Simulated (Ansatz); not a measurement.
AlClF₂···H₂O

```xyz
7

Al   -0.2607   -1.3272    0.3576
O    -0.0973    1.6086   -0.7713
F    -0.8594   -2.1837   -0.9033
F    -1.1378   -1.1304    1.7264
H     0.8521    1.4838   -0.6230
Cl    1.8476   -0.7489    0.3598
H    -0.3444    2.2980   -0.1460
```

Not at a stationary point (largest force 1.5 eV/Å).

All numbers below come from Ansatz 0.2.0, RKS PBE0-D4/6-31G*.

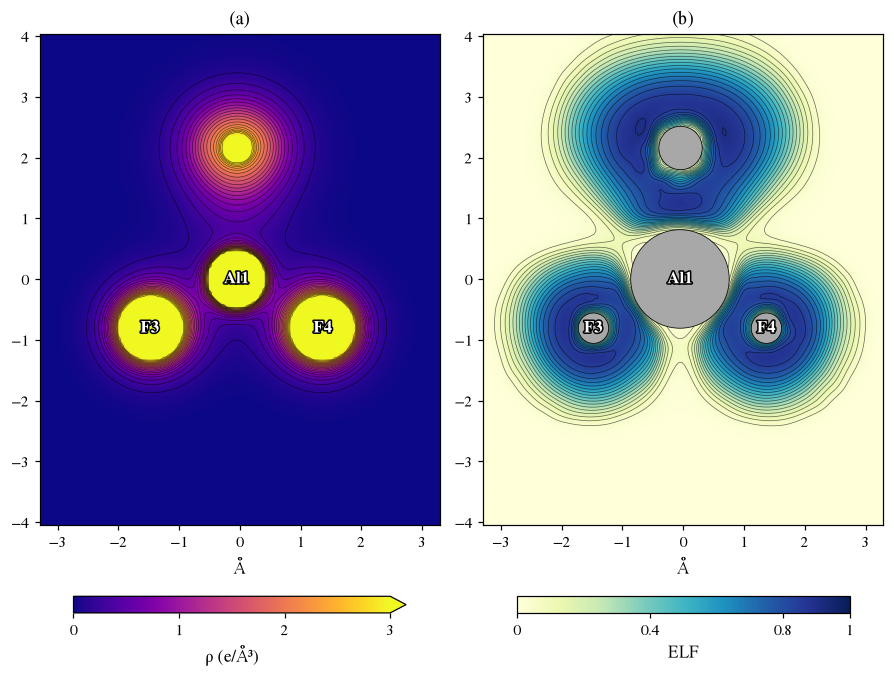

Figure 1. (a) total electron density; (b) ELF on the plane of atoms F3, Al1 and F4. Grey discs cover the atomic cores in the ELF map.

Q: Describe what can be read from this map.

A: Atoms in the plane: Al and F.
Al–F (1.64 Å): ρ at the midpoint is about 0.89 e/Å³; the ELF peaks at about 0.85 in the valence shell of F, 0.5 Å from its nucleus, and is about 0.30 at the midpoint.
The ELF also peaks beside F3, F4 and Cl6, away from the bonds: lone-pair regions.

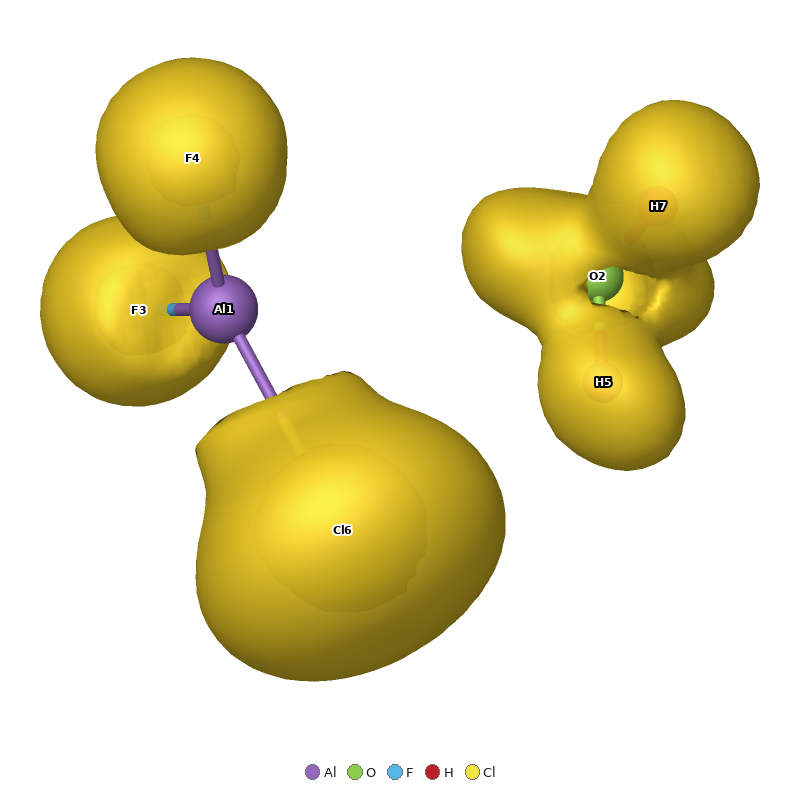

Figure 2. Isosurface of the electron localisation function at 0.75 (yellow), seen across its widest extent. Only the valence region is drawn (cores and ρ < 0.01 e/Å³ removed).

Q: Where are the electrons localised?

A: The surface consists of one region on Cl in which the atom's valence shell and bonds are merged, two regions wrapped around F (the valence shell of each) and one joined region spread over several atoms (H, O), in which their bonds and any lone pairs are merged. Profiles from the grid: Al1···O2 (3.15 Å): the ELF is about 0.05 at the midpoint.

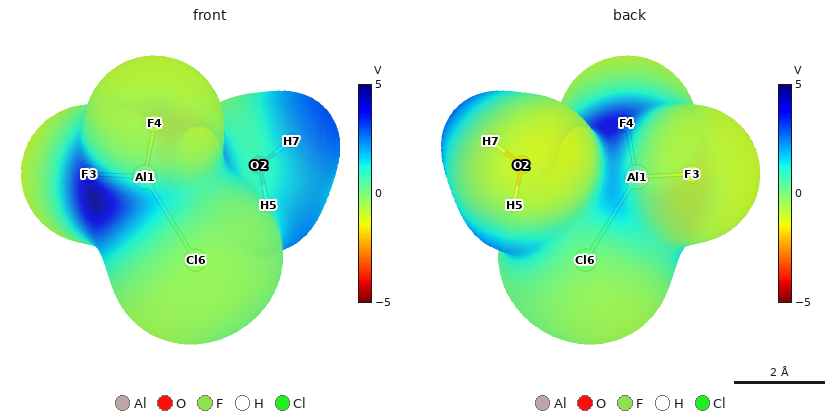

Figure 3. The molecular electrostatic potential painted on the density surface at 0.002 e/bohr³, seen from the front and from behind; red is negative and blue positive.

Q: Describe the electrostatic potential map.

A: The most negative region (about −1.3 V) lies over O2, the most positive (about +4.2 V) over Al1. O2 is the likeliest acceptor of a hydrogen bond.
